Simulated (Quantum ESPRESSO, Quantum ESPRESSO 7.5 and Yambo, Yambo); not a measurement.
**LiCl (Fm-3m): G0W0 on several meshes in Yambo**

Wanted: mesh dependence and cost of G0W0 for LiCl (Fm-3m).

Program: Quantum ESPRESSO 7.5 and Yambo 5.3.0. Level of theory: PBE and many-body steps on it, plane waves. Results are calculated unless marked as measured.

**1. Set-up**

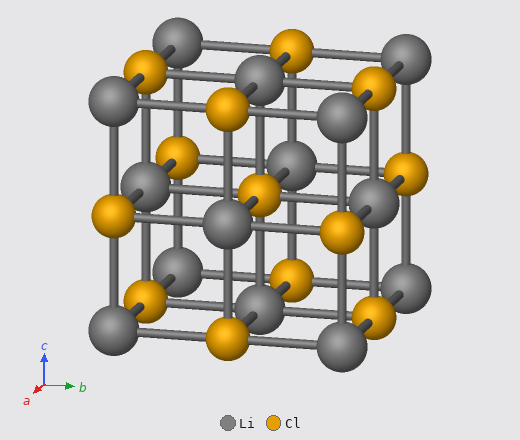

Start, viewed slightly off an axis; lithium grey, chlorine orange. This picture shows the conventional cell, with its axes. Some periodic images of atoms are drawn too.

The cell and positions come from the Crystallography Open Database and are kept as given unless a step says otherwise.

**2. Empty states on the mesh, 6×6×6 mesh, 406 bands**

This step: Quantum ESPRESSO 7.5; DFT, PBE, plane waves, norm-conserving pseudopotentials.

The sums over transitions need many empty states on a uniform mesh; this step solves for them.

File pw.in:

```
&control
  calculation = 'nscf'
  prefix = 'x'
  outdir = 'o'
  pseudo_dir = 'pseudo'
/
&system
  ibrav = 0
  nat = 2
  ntyp = 2
  ecutwfc = 66.0
  nbnd = 406
  force_symmorphic = .true.
/
&electrons
  conv_thr = 1e-9
  electron_maxstep = 80
  diago_full_acc = .true.
  diago_thr_init = 5e-6
/
ATOMIC_SPECIES
  Li 6.94 Li.upf
  Cl 35.45 Cl.upf
CELL_PARAMETERS angstrom
  0.0000000000 2.5715000000 2.5715000000
  2.5715000000 0.0000000000 2.5715000000
  2.5715000000 2.5715000000 -0.0000000000
ATOMIC_POSITIONS crystal
  Li 0.0000000000 0.0000000000 0.0000000000
  Cl 0.5000000000 0.5000000000 0.5000000000
K_POINTS automatic
  6 6 6 0 0 0
```

The run is started by

```sh
> OMP_NUM_THREADS=1 mpirun -n 4 pw.x -nk 4 -in pw.in > pw.out
```

The log of the run:

```text
Program PWSCF v.7.5 starts

     This program is part of the open-source Quantum ESPRESSO suite
     for quantum simulation of materials; please cite
         "P. Giannozzi et al., J. Phys.:Condens. Matter 21 395502 (2009);
         "P. Giannozzi et al., J. Phys.:Condens. Matter 29 465901 (2017);
         "P. Giannozzi et al., J. Chem. Phys. 152 154105 (2020);
     in publications or presentations arising from this work. More details at

     Atomic positions and unit cell read from directory:
     o/x.save/

     Message from routine setup:
[...]
87.2968  88.7795  89.3269  89.3269  92.7795  94.0223  94.9227  94.9227
     [... 39 further rows ...]
   288.8727 288.8727 289.4400 289.5585 289.6338 289.6338 289.7762 289.7762
   290.3494 292.0513 292.0513 293.6473 294.6138 295.5499

          k =-0.3536-0.3536 0.3536 (  2060 PWs)   bands (ev):

     [... further k-points ...]

     highest occupied, lowest unoccupied level (ev):     1.5999    7.8845

     XML data file, pseudopotentials, collected wavefunctions

=------------------------------------------------------------------------------=
   JOB DONE.
=------------------------------------------------------------------------------=
```

The job ended after 63 s (4 MPI ranks of Arm Neoverse V1, shared host; peak memory 0.55 GiB).

Numbers from this step:

- gap: 6.285 eV
- k of the valence top: 0, 0, 0
- k of the conduction bottom: 0, 0, 0
- least direct gap: 6.285 eV
- k points computed: 16
- lowest point of the top converged band, above the valence top: 288.3402 eV

On this mesh the gap is 6.285 eV.

The density comes from a self-consistent run that is not shown.

**3. Conversion and set-up**

This step: Yambo 5.3.0; conversion and set-up on PBE, plane waves, norm-conserving pseudopotentials.

The states are converted to the many-body program's format and the q mesh is built.

The run is started by

```sh
> (cd o/x.save; p2y > p2y.log; mv SAVE ../..); yambo > setup.log
```

The log of the run:

```text
 Yambo, version 5.3.0

 [02] CORE Variables Setup
 =========================

  [02.01] Unit cells
  ==================

  Cell kind             :  FCC
  Atoms in the cell     :  Li  Cl
  number of Li atoms    :  1
  number of Cl atoms    :  1

  List of atomic masses
  Mass of Li    :  6.940000
  Mass of Cl    :  35.45000

  List of atomic coordinates    : [cc]
  Li1       :  0.000000  0.000000  0.000000  order 1
  Cl1       :  4.859431  4.859431  4.859431  order 2

  Alat factors          :  4.859431  4.859431  4.859431 [a.u.]
  Direct lattice volume :  229.5018 [a.u.]
[...]
Q [ 1]         [rlu]:  0.000000  0.000000  0.000000
 Q [ 2]         [rlu]:  0.14937E-17  0.14937E-17  0.16667
 Q [ 3]         [rlu]:  0.29874E-17  0.29874E-17  0.33333
[...]
Q [ 8]         [rlu]: -0.63137E-16  0.16667     -0.33333
 Q [ 9]         [rlu]: -0.29874E-17  0.16667     -0.16667
 Q [10]         [rlu]: -0.79231E-17  0.33333      0.33333
     [... 4 further rows ...]
 Q [15]         [rlu]:  0.166667  0.333333 -0.333333
 Q [16]         [rlu]:  0.166667 -0.500000 -0.333333

  [03.01] X indexes
  =================

   [03.01.01] Sigma indexes
   ========================

 [06] Game Over & Game summary
```

Run time: 2.3 s. Hardware: 1 MPI rank; peak memory 0.24 GiB.

**4. 6×6×6**

Now the one-shot GW correction: screening in the RPA, then the self-energy of the levels asked for.

This step: G0W0 on PBE, plane waves, norm-conserving pseudopotentials.

File gw2.in:

```
HF_and_locXC
gw0
dyson
ppa
em1d
rim_cut
RandQpts= 1000000
RandGvec= 1 RL
EXXRLvcs= 66 Ry
VXCRLvcs= 264 Ry
Chimod= "HARTREE"
% BndsRnXp
 1 | 168 |
%
NGsBlkXp= 17 Ry
% LongDrXp
 1 | 1 | 1 |
%
% GbndRnge
 1 | 168 |
%
DysSolver= "n"
ExtendOut
PPAPntXp= 27.21138 eV
% QPkrange
 1 | 1 | 4 | 7 |
%
```

The run is started by

```sh
> OMP_NUM_THREADS=1 mpirun -n 4 yambo -F gw2.in -J gw2 -C gw2 > gw2.log
```

The log of the run:

```text
 Yambo, version 5.3.0

 [02] CORE Variables Setup
 =========================

  [... cell, symmetries and grids as in the set-up ...]

  [02.05] Energies & Occupations
  ==============================

  [X] === General ===
  [X] Electronic Temperature                        :  0.000000  0.000000 [eV K]
  [X] Bosonic    Temperature                        :  0.000000  0.000000 [eV K]
  [X] Finite Temperature mode                       : no
  [X] El. density                                   :  0.29404E+24 [cm-3]
  [X] Fermi Level                                   :  1.599947 [eV]

  [X] === Gaps and Widths ===
  [X] Conduction Band Min                           :  6.284525 [eV]
  [X] Valence Band Max                              :  0.000000 [eV]
  [X] Filled Bands                                  :   5
  [X] Empty Bands                                   :     6   406
  [X] Direct Gap                                    :  6.284525 [eV]
  [X] Direct Gap localized at k                     :  1
  [X] Indirect Gap                                  :  6.284525 [eV]
  [X] Indirect Gap between kpts                     :  1  1
  [X] Last valence band width                       :  1.084541 [eV]
  [X] 1st conduction band width                     :  2.680913 [eV]

 [03] Transferred momenta grid and indexing
 ==========================================

 IBZ Q-points                                      :  16
 BZ  Q-points                                      :  216

 K/Q-points units:
 rlu = crystal or reduced units; cc = cartesian coordinates; iku = interal k-units

 Q [ 1]         [rlu]:  0.000000  0.000000  0.000000
 Q [ 2]         [rlu]:  0.14937E-17  0.14937E-17  0.16667
 Q [ 3]         [rlu]:  0.29874E-17  0.29874E-17  0.33333
 Q [ 4]         [rlu]: -0.20204E-16 -0.20204E-16 -0.50000
 Q [ 5]         [rlu]: -0.39616E-17  0.16667      0.16667
 Q [ 6]         [rlu]: -0.29407E-16  0.16667      0.33333
 Q [ 7]         [rlu]: -0.24768E-16  0.16667      0.50000
 Q [ 8]         [rlu]: -0.63137E-16  0.16667     -0.33333
 Q [ 9]         [rlu]: -0.29874E-17  0.16667     -0.16667
 Q [10]         [rlu]: -0.79231E-17  0.33333      0.33333
     [... 4 further rows ...]
 Q [15]         [rlu]:  0.166667  0.333333 -0.333333
 Q [16]         [rlu]:  0.166667 -0.500000 -0.333333

 [04] Coloumb potential Random Integration (RIM)
 ===============================================

  [04.01] RIM initialization
  ==========================

  * Diagonal components only detected *

  8 x (sBL volume)        :  0.040030 [a.u.]
  sBZ random points       :  1000000
  Points outside the sBZ  :   7968281
  RL volume               :  1.080820 [a.u.]
  Integrated volume       :  1.085122 [a.u.]

  [04.02] RIM integrals
  =====================

  Gamma point sphere radius             :  0.062051 [a.u.]
  Points outside the sphere             :   800476
  [Int_sBZ(q=0) 1/q^2]*(Vol_sBZ)^(-1/3) =:  7.776341
                                 should be <:  7.795600

  Summary of Coulomb integrals for non-metallic bands |Q|[au] RIM/Bare

  Q [1] 0.100000E-4 0.997530 * Q [2] 0.186627 1.068930
  Q [5] 0.215498 1.066842 * Q [9] 0.304760 1.029370
  Q [6] 0.357363 1.022832 * Q [3] 0.373253 1.020719
  Q [10] 0.430996 1.016898 * Q [8] 0.469667 1.014268
  Q [14] 0.481868 1.014084 * Q [7] 0.527860 1.012338
  Q [11] 0.559880 1.011418 * Q [4] 0.559880 1.011206
  Q [12] 0.609520 1.009969 * Q [15] 0.637452 1.009503
  Q [13] 0.646494 1.009835 * Q [16] 0.681464 1.009265

 [WARNING] [Xp] User bands 1-168 break level degeneracy

 [05] Dipoles
 ============

  [05.01] Setup: observables and procedures
  =========================================

 [06] Dynamic Dielectric Matrix (PPA)
 ====================================

 [WR./gw2//ndb.pp]---------------------------------------------------------------
  Brillouin Zone Q/K grids (IBZ/BZ)                :   16  216   16  216
  RL vectors                                       :  2733 [WF]
  Coulomb cutoff potential                         : none
  Electronic Temperature                           :  0.000000 [K]
  Bosonic    Temperature                           :  0.000000 [K]
  PPA    diel. fun.  energies                      : Perdew, Burke & Ernzerhof(X)+Perdew, Burke & Ernzerhof(C)
  wavefunctions                                    : Perdew, Burke & Ernzerhof(X)+Perdew, Burke & Ernzerhof(C)
  Global Gauge                                     : length
  X matrix size                                    :  307
  X band range                                     :    1  168
  X e/h energy range                               : -1.000000 -1.000000 [eV]
  X Time ordering                                  : R
  X Hxc Kernel                                     : HARTREE
  X Drude frequency                                :  0.000000  0.000000
  X poles                                          :  100.0000 [o/o]
  RL vectors in the sum                            :  2733
  [r,Vnl] included                                 : yes
  Field direction                                  :  0.577350E-5  0.577350E-5  0.577350E-5
  BZ energy Double Grid                            : no
  BZ energy DbGd points                            : 0
  BZ Q point size factor                           : -1.000000
  X Optical Averaged directions                    : none

 [07] Local Exchange-Correlation + Non-Local Fock
 ================================================

 [VXC] Plane waves :  16529
 [EXS] Plane waves :  2109

 QP @ state[ 1 ] K range:  1  1
 QP @ state[ 1 ] b range:   4   7

 [xc] Functional : Perdew, Burke & Ernzerhof(X)+Perdew, Burke & Ernzerhof(C)
 [xc] LIBXC used to calculate xc functional
  PP Number of Atomic Species                      :  2
  NLCC RL compoments                               :  16529
  PP Number of Atomic Species                      :  2
  NLCC RL compoments                               :  16529

 [xc] E_xc :  -4.646420 [Ha]
      E_xc :  -9.292840 [Ry]

  Local XC kind (lXC) : Perdew, Burke & Ernzerhof(X)+Perdew, Burke & Ernzerhof(C)
  Non-Local XC kind (nlXC) : Hartree-Fock

  Corrections @ K [1] :  [eV]
 <4|nlXC|4> = -18.99616  0.69320E-17 <4|lXC|4> = -14.69347  0.18882E-15
 <5|nlXC|5> = -18.99613 -0.48013E-17 <5|lXC|5> = -14.69347 -0.88528E-17
 <6|nlXC|6> = -4.760942  0.32818E-17 <6|lXC|6> = -9.169747  0.94455E-16
 <7|nlXC|7> = -4.381658  0.27786E-18 <7|lXC|7> = -9.606707  0.94407E-16

 [08] Dyson equation: Newton solver
 ==================================

  [08.01] G0W0 (W PPA)
  ====================

  [  GW  ] Bands range     :    1  168
  [GW/PPA] G damping       :  0.100000 [eV]

  QP @ state[ 1 ] K range:  1  1
  QP @ state[ 1 ] b range:   4   7

   Sc/G bands                                       :    1  168
   Sc/G damping                                     :  0.100000 ev
   Sc bands terminator                              : no
   Sx RL components                                 :  2109

   QP @ state[ 1 ] K range                          :  1  1
   QP @ state[ 1 ] b range                          :   4   7
   GF energies kind                                 : Perdew, Burke & Ernzerhof(X)+Perdew, Burke & Ernzerhof(C)
   GF WF`s kind                                     : Perdew, Burke & Ernzerhof(X)+Perdew, Burke & Ernzerhof(C)
   Xs energies kind                                 : Perdew, Burke & Ernzerhof(X)+Perdew, Burke & Ernzerhof(C)
   Xs WF`s kind                                     : Perdew, Burke & Ernzerhof(X)+Perdew, Burke & Ernzerhof(C)

 [11] Game Over & Game summary
```

Run time: 5.2 min. Hardware: 4 MPI ranks; peak memory 1.7 GiB.

This step gave:

| Property | Result |
| --- | --- |
| G0W0 gap on the points computed | 9.029 eV |
| starting gap on the mesh | 6.285 eV |
| k of the valence top | 0, 0, 0 |
| k of the conduction bottom | 0, 0, 0 |
| least direct G0W0 gap on the computed points | 9.029 eV |
| Z at the valence top | 0.8083 |
| Z at the conduction bottom | 0.8508 |

The gap on the mesh goes from 6.28 eV to 9.03 eV, a correction of +2.74 eV.

**5. Empty states on the mesh, 4×4×4 mesh, 168 bands**

This step: Quantum ESPRESSO 7.5; DFT, PBE, plane waves, norm-conserving pseudopotentials.

Edit pw.in of step 2 so:

```diff
@@ -11,3 +11,3 @@
   ecutwfc = 66.0
-  nbnd = 406
+  nbnd = 168
   force_symmorphic = .true.
@@ -31,2 +31,2 @@
 K_POINTS automatic
-  6 6 6 0 0 0
+  4 4 4 0 0 0
```

The run is started by

```sh
> OMP_NUM_THREADS=1 mpirun -n 4 pw.x -nk 4 -in pw.in > pw.out
```

The log of the run:

```text
[banner, memory and clock lines left out]
Program PWSCF v.7.5 starts

     Atomic positions and unit cell read from directory:
     o/x.save/

     Message from routine setup:
     using ibrav=0 with symmetry is DISCOURAGED, use correct ibrav instead

     G-vector sticks info

     bravais-lattice index     =            0
     lattice parameter (alat)  =       6.8723  a.u.
     unit-cell volume          =     229.5018 (a.u.)^3
     number of atoms/cell      =            2
     number of atomic types    =            2
     number of electrons       =        10.00
[...]
[... 9 further rows ...]
[...]
k = 0.1768 0.1768-0.1768 (  2067 PWs)   bands (ev):

[...]
[... 9 further rows ...]
[...]
k =-0.3536-0.3536 0.3536 (  2060 PWs)   bands (ev):

[...]
[... 9 further rows ...]
   148.5296 148.5296 149.0069 149.0069 151.3647 151.3647 152.3122 152.3122
   155.2880 156.6179 156.6179 157.8897 157.8949 158.7524 159.2065 159.3649

          k = 0.3536 0.0000 0.0000 (  2045 PWs)   bands (ev):

     [... further k-points ...]

     highest occupied, lowest unoccupied level (ev):     1.5999    7.8845

     XML data file, pseudopotentials, collected wavefunctions
```

Wall time 7.2 s (4 MPI ranks); peak memory 0.31 GiB.

Numbers from this step:

```yaml
gap: 6.285 eV
k_of_the_valence_top: 0, 0, 0
k_of_the_conduction_bottom: 0, 0, 0
least_direct_gap: 6.285 eV
k_points_computed: 8
lowest_point_of_the_top_converged_band_above_the_valence_top: 151.8072 eV
```

On this mesh the gap is 6.285 eV.

**6. Conversion and set-up**

This step: Yambo 5.3.0; conversion and set-up on PBE, plane waves, norm-conserving pseudopotentials.

The run is started by

```sh
> (cd o/x.save; p2y > p2y.log; mv SAVE ../..); yambo > setup.log
```

The log of the run:

```text
 Yambo, version 5.3.0

 [02] CORE Variables Setup
 =========================

  [02.01] Unit cells
  ==================

  Cell kind             :  FCC
  Atoms in the cell     :  Li  Cl
  number of Li atoms    :  1
  number of Cl atoms    :  1

  List of atomic masses
  Mass of Li    :  6.940000
  Mass of Cl    :  35.45000

  List of atomic coordinates    : [cc]
  Li1       :  0.000000  0.000000  0.000000  order 1
  Cl1       :  4.859431  4.859431  4.859431  order 2

  Alat factors          :  4.859431  4.859431  4.859431 [a.u.]
  Direct lattice volume :  229.5018 [a.u.]
[...]
==========================================

 IBZ Q-points                                      :   8
 BZ  Q-points                                      :   64

 K/Q-points units:
 rlu = crystal or reduced units; cc = cartesian coordinates; iku = interal k-units

 Q [1]          [rlu]:  0.000000  0.000000  0.000000
 Q [2]          [rlu]:  0.10102E-16  0.10102E-16  0.25000
 Q [3]          [rlu]: -0.20204E-16 -0.20204E-16 -0.50000
[...]
Q [7]          [rlu]:  0.11885E-16 -0.50000     -0.50000
 Q [8]          [rlu]:  0.250000 -0.500000 -0.250000

  [03.01] X indexes
  =================

   [03.01.01] Sigma indexes
   ========================

 [06] Game Over & Game summary
```

It took 2.1 s on 1 MPI rank; peak memory 0.24 GiB.

**7. 4×4×4**

This step: G0W0 on PBE, plane waves, norm-conserving pseudopotentials.

File gw11.in:

```
HF_and_locXC
gw0
dyson
ppa
em1d
rim_cut
RandQpts= 1000000
RandGvec= 1 RL
EXXRLvcs= 66 Ry
VXCRLvcs= 264 Ry
Chimod= "HARTREE"
% BndsRnXp
 1 | 168 |
%
NGsBlkXp= 17 Ry
% LongDrXp
 1 | 1 | 1 |
%
% GbndRnge
 1 | 168 |
%
DysSolver= "n"
ExtendOut
PPAPntXp= 27.21138 eV
% QPkrange
 1 | 1 | 4 | 7 |
%
```

The run is started by

```sh
> OMP_NUM_THREADS=1 mpirun -n 4 yambo -F gw11.in -J gw11 -C gw11 > gw11.log
```

The log of the run:

```text
 Yambo, version 5.3.0

 [02] CORE Variables Setup
 =========================

  [... cell, symmetries and grids as in the set-up ...]

  [02.05] Energies & Occupations
  ==============================

  [X] === General ===
  [X] Electronic Temperature                        :  0.000000  0.000000 [eV K]
  [X] Bosonic    Temperature                        :  0.000000  0.000000 [eV K]
  [X] Finite Temperature mode                       : no
  [X] El. density                                   :  0.29404E+24 [cm-3]
  [X] Fermi Level                                   :  1.599947 [eV]

  [X] === Gaps and Widths ===
  [X] Conduction Band Min                           :  6.284525 [eV]
  [X] Valence Band Max                              :  0.000000 [eV]
  [X] Filled Bands                                  :   5
  [X] Empty Bands                                   :    6  168
  [X] Direct Gap                                    :  6.284525 [eV]
  [X] Direct Gap localized at k                     :  1
  [X] Indirect Gap                                  :  6.284525 [eV]
  [X] Indirect Gap between kpts                     :  1  1
  [X] Last valence band width                       :  1.084541 [eV]
  [X] 1st conduction band width                     :  3.173329 [eV]

 [03] Transferred momenta grid and indexing
 ==========================================

 IBZ Q-points                                      :   8
 BZ  Q-points                                      :   64

 K/Q-points units:
 rlu = crystal or reduced units; cc = cartesian coordinates; iku = interal k-units

 Q [1]          [rlu]:  0.000000  0.000000  0.000000
 Q [2]          [rlu]:  0.10102E-16  0.10102E-16  0.25000
 Q [3]          [rlu]: -0.20204E-16 -0.20204E-16 -0.50000
[...]
================================================

 [VXC] Plane waves :  16529
 [EXS] Plane waves :  2109

 QP @ state[ 1 ] K range:  1  1
 QP @ state[ 1 ] b range:   4   7

 [xc] Functional : Perdew, Burke & Ernzerhof(X)+Perdew, Burke & Ernzerhof(C)
 [xc] LIBXC used to calculate xc functional
  PP Number of Atomic Species                      :  2
  NLCC RL compoments                               :  16529
  PP Number of Atomic Species                      :  2
  NLCC RL compoments                               :  16529

 [xc] E_xc :  -4.647338 [Ha]
      E_xc :  -9.294676 [Ry]

  Local XC kind (lXC) : Perdew, Burke & Ernzerhof(X)+Perdew, Burke & Ernzerhof(C)
  Non-Local XC kind (nlXC) : Hartree-Fock

  Corrections @ K [1] :  [eV]
 <4|nlXC|4> = -18.94274  0.11102E-16 <4|lXC|4> = -14.69504  0.94405E-16
 <5|nlXC|5> = -18.94267 -0.85953E-17 <5|lXC|5> = -14.69504 -0.70150E-22
 <6|nlXC|6> = -4.709221 -0.29390E-18 <6|lXC|6> = -9.165652  0.11801E-16
 <7|nlXC|7> = -4.372080 -0.59387E-18 <7|lXC|7> = -9.604471 -0.78026E-22

 [08] Dyson equation: Newton solver
 ==================================

  [08.01] G0W0 (W PPA)
  ====================

  [  GW  ] Bands range     :    1  168
  [GW/PPA] G damping       :  0.100000 [eV]

  QP @ state[ 1 ] K range:  1  1
  QP @ state[ 1 ] b range:   4   7

   Sc/G bands                                       :    1  168
   Sc/G damping                                     :  0.100000 ev
   Sc bands terminator                              : no
   Sx RL components                                 :  2109

   QP @ state[ 1 ] K range                          :  1  1
   QP @ state[ 1 ] b range                          :   4   7
   GF energies kind                                 : Perdew, Burke & Ernzerhof(X)+Perdew, Burke & Ernzerhof(C)
   GF WF`s kind                                     : Perdew, Burke & Ernzerhof(X)+Perdew, Burke & Ernzerhof(C)
   Xs energies kind                                 : Perdew, Burke & Ernzerhof(X)+Perdew, Burke & Ernzerhof(C)
   Xs WF`s kind                                     : Perdew, Burke & Ernzerhof(X)+Perdew, Burke & Ernzerhof(C)

 [11] Game Over & Game summary
```

Elapsed: 65 s, on 4 MPI ranks; peak memory 1.4 GiB.

This step gave:

```
G0W0 gap on the points computed              : 9.021 eV
starting gap on the mesh                     : 6.285 eV
k of the valence top                         : 0, 0, 0
k of the conduction bottom                   : 0, 0, 0
least direct G0W0 gap on the computed points : 9.021 eV
Z at the valence top                         : 0.8096
Z at the conduction bottom                   : 0.8508
```

Against G0W0 in Yambo (6×6×6 mesh, 168 bands, screening to 231.3 eV, Godby-Needs plasmon pole), the gap moves by −0.008 eV.

[end of part 1 of 2]

[Paths, hosts, dates, memory and timing lines, banners, echoed tables and standing remarks are left out of the program output.]

[Logs are printed without paths, hosts, clocks, repeated set-up lines and the standing remarks that a program may print on its own settings, such as how far it seeks lower states.]

[Runs of the session that timed out or met a known fault of the program may be left out.]

[Hosts, paths, dates, database ids (printed as entryN), source tags and the programs' standing remarks are cut or masked in the printed files.]
